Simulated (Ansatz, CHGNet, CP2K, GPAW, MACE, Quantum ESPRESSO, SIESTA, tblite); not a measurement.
# Which run comes nearest? Glassy 77ZrO2-23SiO2 (mol %) (90 atoms)

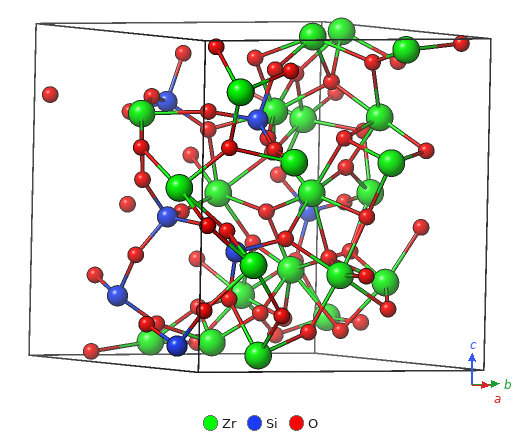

The cell (zirconium green, silicon blue, oxygen red). Bonds to atoms that aren't drawn are left out. Some periodic images of atoms are drawn too.

Density of this cell: 4.60 g/cm³. The cell holds 90 atoms: 23 Zr, 7 Si and 60 O. Its edges and angles: a = 10.551 Å, b = 10.551 Å, c = 10.551 Å, α = 90.0°, β = 90.0°, γ = 90.0°. 90 atoms (23 Zr, 7 Si, 60 O) placed at random at 4.39 g/cm³, melted at 4000 K for 10 ps at fixed volume with the Morse and Coulomb pair potential with partial charges (Pedone, Malavasi, Menziani, Cormack and Segre, J. Phys. Chem. B 110, 11780 (2006)). Quenched from 1800 K to 300 K at 50 K/ps and fixed volume, held 10 ps at zero pressure, then minimised at fixed cell. Then every atom was moved at random, 0.03 Å r.m.s. a Cartesian component.

Geometry: as built.

The reference, a calculation:

* method: Kohn-Sham DFT, PBE, SSSP efficiency 1.3.0 pseudopotentials, plane waves (Quantum ESPRESSO 7.5); sssp-pbe-1.3.0-efficiency, cutoffs 60/480 Ry, Γ point
* r.m.s. force component: 1.335 eV/Å
* longest force: 7.467 eV/Å
* pressure: 2.401 GPa
* gap (highest filled to lowest empty level): 3.207 eV
* time: 4.2 min on 4 MPI ranks of Arm Neoverse V1, shared host
* CPU time: 17 min

**Question.** The same geometry is run in other programs. How far does each lie from the reference, and what does it cost?
- MACE MP-0b3 medium potential (MACE MP-0b3 medium; 1 thread)
- GPAW PBE, LCAO dzp, h 0.28 Å (GPAW 26.7.0; 1 thread)
- GPAW PBE, LCAO dzp, h 0.18 Å, other mixer settings (GPAW 26.7.0; 2 MPI ranks)
- GPAW PBE, LCAO szp(dzp), h 0.18 Å (GPAW 26.7.0; 1 thread)
- CP2K PBE, SZV-MOLOPT-SR, 600/50 Ry, diagonalisation (CP2K 2026.2; 2 threads)
- SIESTA PBE, SZP, shift 0.01 Ry, mesh 500 Ry (SIESTA 5.4.2; 2 MPI ranks)
- tblite GFN1-xTB (tblite 0.8.0; 1 thread)
- CP2K PBE, DZVP-MOLOPT-SR, 600/50 Ry, diagonalisation (CP2K 2026.2; 4 MPI ranks)
- SIESTA PBE, DZP, shift 0.01 Ry, mesh 500 Ry (SIESTA 5.4.2; 4 MPI ranks)
- GPAW PBE, LCAO dzp, h 0.18 Å (GPAW 26.7.0; 1 thread)

Differences are against the plane-wave reference, forces as r.m.s. over components; share is that over the reference's r.m.s. force, slope the least-squares factor from reference forces to these. Total energies of different programs have different zeros and aren't compared.

```
                                                         run  Δ force, r.m.s. (meV/Å)  share (%)  slope  Δ pressure (GPa)  Δ gap (eV)  cores  CPU time  memory (GiB)
                                                   reference                        -          -      -                 -           -      4    17 min           3.9
                                MACE MP-0b3 medium potential                      197       14.7  0.932              3.36           -      1     9.8 s           1.1
                       GPAW PBE, LCAO dzp, h 0.28 Å (coarse)                     1857        139  1.075                 -      -0.161      1     3 min          0.81
          GPAW PBE, LCAO dzp, h 0.18 Å, other mixer settings                      257       19.3  1.104                 -      -0.164      2    12 min           2.5
                  GPAW PBE, LCAO szp(dzp), h 0.18 Å (coarse)                      299       22.4  1.109                 -      -0.376      1   6.1 min           2.1
CP2K PBE, SZV-MOLOPT-SR, 600/50 Ry, diagonalisation (coarse)                     1060       79.4  1.397              9.33      -0.737      2   4.6 min           3.4
        SIESTA PBE, SZP, shift 0.01 Ry, mesh 500 Ry (coarse)                      381       28.5  1.195              4.82      -0.402      2   5.1 min           1.9
                                             tblite GFN1-xTB                      574       43.0  0.784              2.52           -      1     5.5 s          0.12
        CP2K PBE, DZVP-MOLOPT-SR, 600/50 Ry, diagonalisation                     82.2       6.16  0.978             0.223     -0.0981      4    11 min           6.2
                 SIESTA PBE, DZP, shift 0.01 Ry, mesh 500 Ry                      177       13.3  1.055              2.56      -0.252      4   7.1 min           2.6
                                GPAW PBE, LCAO dzp, h 0.18 Å                      258       19.3  1.104                 -      -0.164      1   9.4 min           2.2
```

Rows marked coarse were listed beforehand as settings not expected to be converged; some can still land near the reference.

Times of the machine-learned potentials are mostly Python's start and the loading of weights.

CPU time is summed over cores on a shared host, where runs went side by side, so it is rough. Symmetry, cutoffs, thresholds, outputs and thread counts weren't matched or tuned between programs; memory under MPI is the largest rank's times the ranks.

The PBE runs in local orbitals, coarse settings apart, differ by 6.2 % (CP2K PBE, DZVP-MOLOPT-SR, 600/50 Ry, diagonalisation) to 19 % (GPAW PBE, LCAO dzp, h 0.18 Å); basis, grid and potentials can all enter. Tight binding differs by 43 % (tblite GFN1-xTB); it is another model, with fitted parameters of its own, and the xTB methods hold dispersion. Machine-learned potentials differ by 15 % (MACE MP-0b3 medium potential); they were trained on other programs' data. Runs with settings chosen to be coarse differ by 22 % (GPAW PBE, LCAO szp(dzp), h 0.18 Å) to 139 % (GPAW PBE, LCAO dzp, h 0.28 Å), their programs' other errors included. Periodic xTB results under one method name differ between programs and library versions. Machine-learned potentials mimic data converged in k, so the reference's own k-point error enters their differences. The network of bonds at the start is that of the classical potential that made the cell, and needn't be the one that DFT or experiment would give. The electronic-structure runs sample only Γ, in a cell whose shortest periodic width is 11 Å.

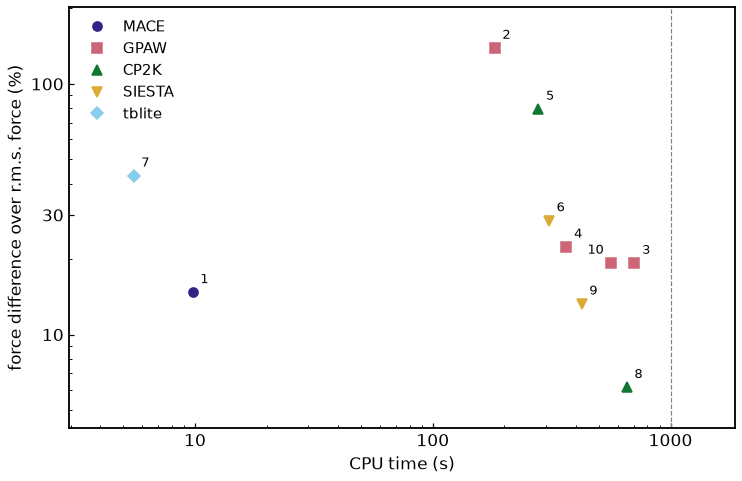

Force difference against CPU time; the dashed line marks the reference's time. Points: 1 MACE MP-0b3 medium potential; 2 GPAW PBE, LCAO dzp, h 0.28 Å; 3 GPAW PBE, LCAO dzp, h 0.18 Å, other mixer settings; 4 GPAW PBE, LCAO szp(dzp), h 0.18 Å; 5 CP2K PBE, SZV-MOLOPT-SR, 600/50 Ry, diagonalisation; 6 SIESTA PBE, SZP, shift 0.01 Ry, mesh 500 Ry; 7 tblite GFN1-xTB; 8 CP2K PBE, DZVP-MOLOPT-SR, 600/50 Ry, diagonalisation; 9 SIESTA PBE, DZP, shift 0.01 Ry, mesh 500 Ry; 10 GPAW PBE, LCAO dzp, h 0.18 Å.

[Logs are printed without paths, hosts, clocks, repeated set-up lines and the standing remarks that a program may print on its own settings, such as how far it seeks lower states.]

[Hosts, paths, dates, database ids (printed as entryN), source tags and the programs' standing remarks are cut or masked in the printed files.]
